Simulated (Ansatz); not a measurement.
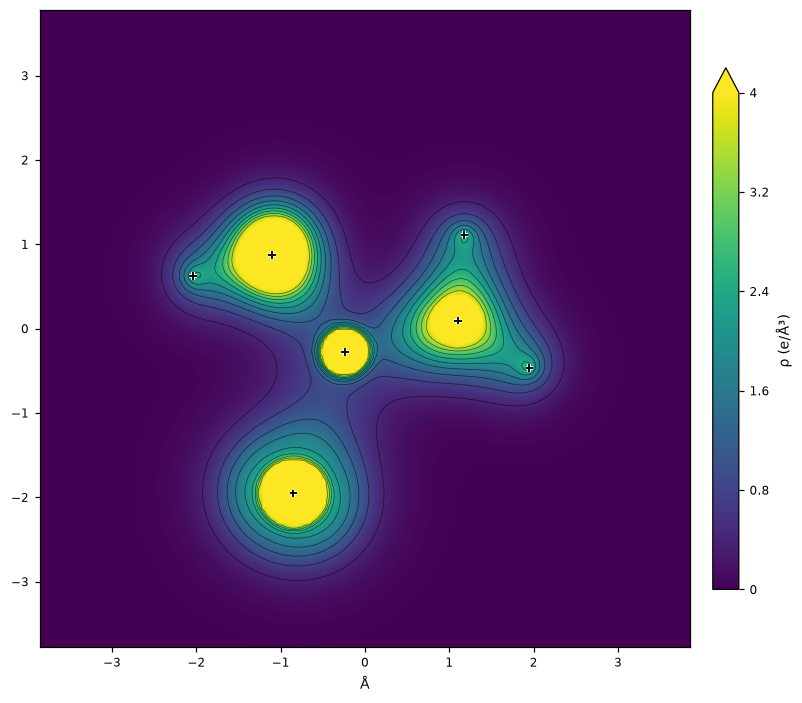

The total electron density on a plane through atoms (crosses mark nuclei in the plane).

Method: RKS PBE/def2-SVP (Ansatz).

Candidates:
A. BClH3NO
B. C3H7GeN

Which candidate gave the map?

Answer. Candidate A: BClH3NO on the molecular plane, which holds B, O, N, H and Cl. B–N (1.40 Å): the density is about 1.9 e/Å³ at the midpoint. B–O (1.44 Å): the density is about 1.8 e/Å³ at the midpoint.
